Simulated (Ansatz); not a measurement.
## Run report: Si$_{5}$H$_{10}$OF$_{4}$, single-point calculation

Si$_{5}$H$_{10}$OF$_{4}$, computed with RKS PBE0-D4/def2-TZVPP (Ansatz 0.2.0).

The geometry is the product side of a reaction. The reaction was set up to form Si1–O7 and F2–H6 and to break Si1–F2 and H6–O7 (atoms counted from 1 in the order of the input); sticks are drawn by distance alone. The geometry comes from this level: PBE0-D4/def2-TZVP.

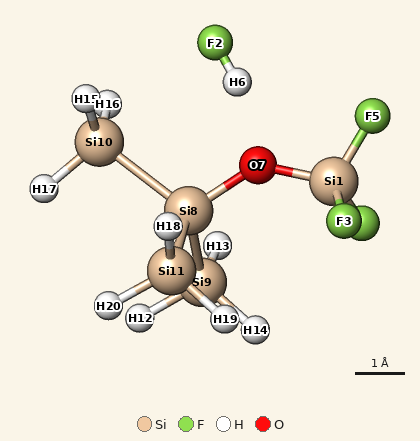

*The structure as given in the input (ball-and-stick view, seen at a tilt; atoms are numbered from 1 in the order of the input).*

Bond lengths as drawn: F–H 0.93 Å, F–Si 1.56 to 1.57 Å, H–Si 1.48 to 1.49 Å, O–Si 1.61 to 1.71 Å and Si–Si 2.34 to 2.35 Å.

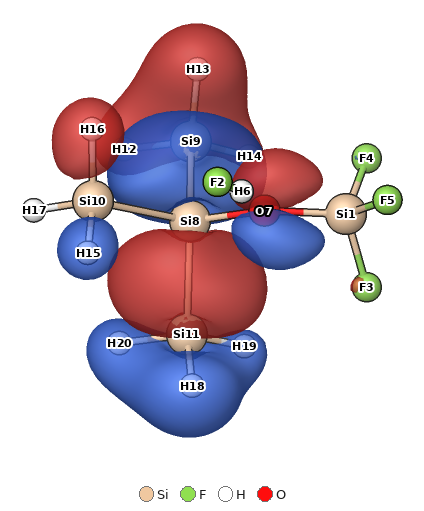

*The HOMO at ±0.06 Å⁻³ᐟ² (red and blue are the two phases), seen from the side.*

Its weight (Hirshfeld) is mainly on Si8 (30 %), Si11 (25 %) and Si9 (20 %). Its energy is −8.14 eV.

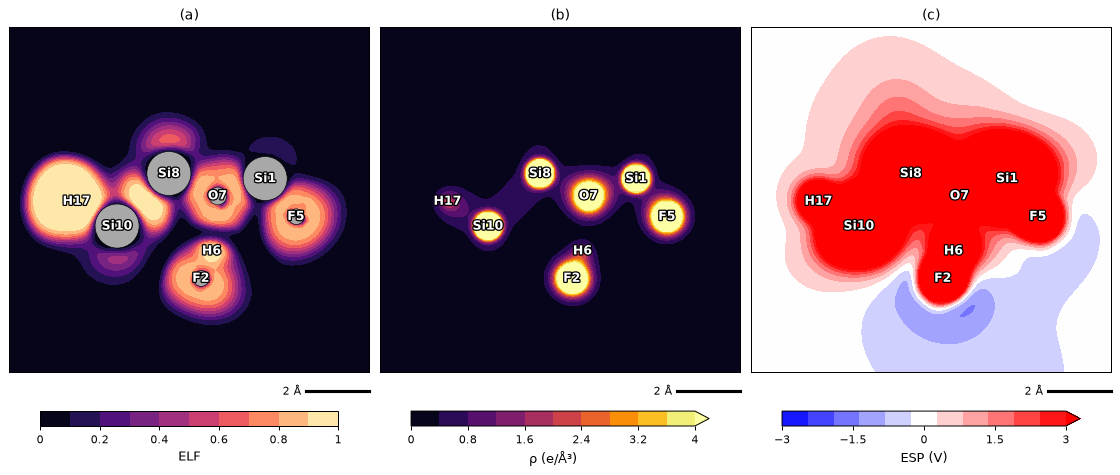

*(a) ELF; (b) total electron density; (c) electrostatic potential on the plane of atoms Si8, Si10 and H17. Grey discs, where drawn, cover atomic cores.*

The section cuts through Si, F, H and O sites. Si–F (1.56 Å): ρ is about 1.3 e/Å³ halfway; the ELF peaks at about 0.85 between the atoms. Si–O (1.61 Å): ρ is about 1.3 e/Å³ halfway; the ELF peaks at about 0.85 between the atoms (a polar covalent bond). Si–Si (2.34 Å): ρ is about 0.63 e/Å³ halfway; the ELF peaks at about 1 between the atoms (localised, shared-pair bonding).

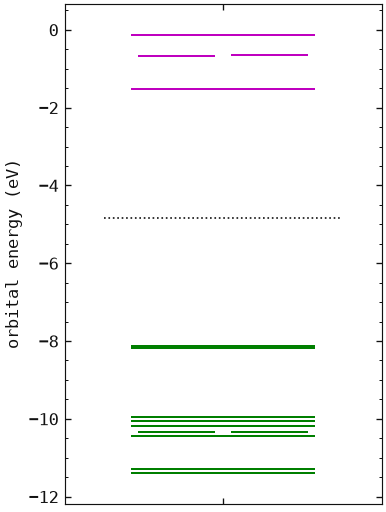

*Orbital energies near the frontier; the dotted line parts filled from empty levels, and levels within 0.02 eV of each other stand side by side.*

Highest filled −8.14 eV, lowest empty −1.52 eV, 6.62 eV apart.

The input and output of the run follow.

Input file
```yaml
crystal:
  periodic: [false, false, false]
  atoms:
    - {symbol: Si, position_ang: [-1.564841, 1.459715, -1.594987]}
    - {symbol: F, position_ang: [-0.679824, 2.638352, 1.878394]}
    - {symbol: F, position_ang: [-0.626116, 1.548956, -2.848919]}
    - {symbol: F, position_ang: [-2.676784, 0.396226, -1.901883]}
    - {symbol: F, position_ang: [-2.240331, 2.851379, -1.362967]}
    - {symbol: H, position_ang: [-0.790881, 2.204141, 1.058906]}
    - {symbol: O, position_ang: [-0.733671, 1.060410, -0.280798]}
    - {symbol: Si, position_ang: [0.239276, -0.270525, 0.179364]}
    - {symbol: Si, position_ang: [-1.034234, -2.233451, 0.008378]}
    - {symbol: Si, position_ang: [0.977270, 0.007855, 2.385686]}
    - {symbol: Si, position_ang: [2.079687, -0.393687, -1.269928]}
    - {symbol: H, position_ang: [-0.180700, -3.352344, 0.490416]}
    - {symbol: H, position_ang: [-2.255118, -2.141382, 0.851135]}
    - {symbol: H, position_ang: [-1.424965, -2.488650, -1.403060]}
    - {symbol: H, position_ang: [1.860962, 1.189760, 2.528674]}
    - {symbol: H, position_ang: [-0.154918, 0.058261, 3.341930]}
    - {symbol: H, position_ang: [1.771945, -1.228479, 2.635244]}
    - {symbol: H, position_ang: [2.838596, 0.884414, -1.258412]}
    - {symbol: H, position_ang: [1.642093, -0.697058, -2.657784]}
    - {symbol: H, position_ang: [2.952655, -1.493794, -0.779390]}
basis:
  gaussian: {orbitals: def2-TZVPP}
hamiltonian: {xc: pbe0, dispersion: d4}
output: {orbitals: {seedname: orbitals}}
```

Command:
```bash
ansatz run in.yaml --threads 4 --pin off --events-out ev --progress --plain --max-ram 66560MiB --backend cuda --devices 0, --max-vram 37GiB
```

Output
```
Functional definition: PBE0
  name "PBE0"
  cite "Adamo & Barone, J. Chem. Phys. 110, 6158 (1999) doi:10.1063/1.478522"
  cite "Perdew, Burke & Ernzerhof, Phys. Rev. Lett. 77, 3865 (1996) doi:10.1103/PhysRevLett.77.3865"
  parent pbe
  parameter a = 0.25
  parameter kappa = 0.804
  parameter beta = 0.06672455060314922
  exchange = (1 - a)*pbe_x(kappa = kappa, mu = beta*pi^2/3) + a*exact_x
  correlation = pbe_c(beta = beta)
2820 factors; their error is unknown
mean field evaluation 1: about -52444.0724 eV, gradient 7.4e1 eV
mean field evaluation 2: about -52436.4151 eV, gradient 1.0e2 eV
mean field evaluation 4: about -52451.6904 eV, gradient 5.3e0 eV
mean field evaluation 8: about -52451.7310 eV, gradient 3.9e-2 eV
mean field evaluation 16: about -52451.8577 eV, gradient 1.2e-4 eV
mean field -52451.85770476 eV, -1927.5702175037 hartree, gradient 1.9e-5 eV, S^2 0.000000; 0 other end points of the search recorded, 0 dependent functions left out
reference -52451.85775305 eV, -1927.5702192785 hartree; 62, 62 occupied and 443, 443 virtual orbitals, 2820 factors
Total energy: -52452.46321762 eV, -1927.5924696911 hartree
```

Key numbers

- outcome: converged
- total energy: −52452.4632 eV
- mean-field energy: −52451.8578 eV
- dispersion energy: −0.6055 eV
- SCF solution under orbital rotations: stable
- HOMO: −8.14 eV
- LUMO: −1.52 eV
- hardware: 4 CPU threads, shared host
- wall time: 6 s (CPU time 4.7 s)
- peak memory: 1.2 GiB
